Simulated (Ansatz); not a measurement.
Take GaAs in the zinc blende structure (space group F-43m, No. 216; a = 5.667 Å) as the base. Axes: x, y, z lie along the cube axes.

Structures relaxed with r2SCAN (Ansatz, a program for electronic structure; PAW; 500 eV plane waves; no spin-orbit coupling).

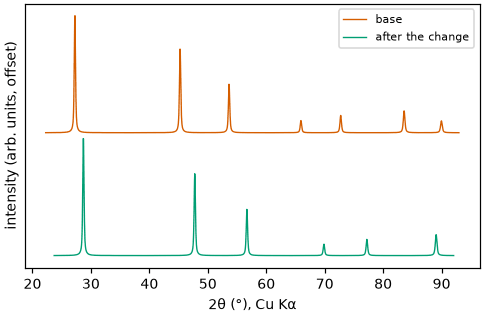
Figure: Simulated powder patterns before (top) and after one change

Question: Which change produced these results?
(A) isotropic strain −0.61 %
(B) isotropic strain −4.97 %
(C) biaxial strain +4.52 %, plane normal [111], relaxed out of plane
(D) uniaxial strain ε_xx = +2.17 %

Answer: B, isotropic strain −4.97 %. Its volume per atom is 19.52 Å³ against 22.75 Å³, and its space group is F-43m (No. 216).

Whether these cells are dynamically stable was not tested.
